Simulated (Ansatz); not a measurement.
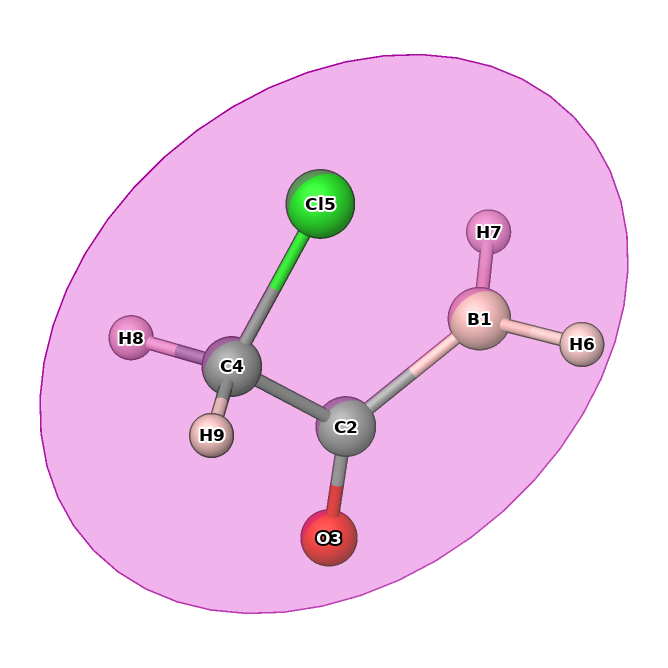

A disc through the centre of mass is drawn in. Distant atoms are faded towards the background colour. The computed structure is the end point of a PBE0-D4/def2-TZVP optimisation.

Is the plane of the disc a mirror plane of the structure?

Yes. The reflection leaves B1, C2, O3, C4, Cl5 in place and moves H6 ↔ H7; H8 ↔ H9. The point group is Cs.
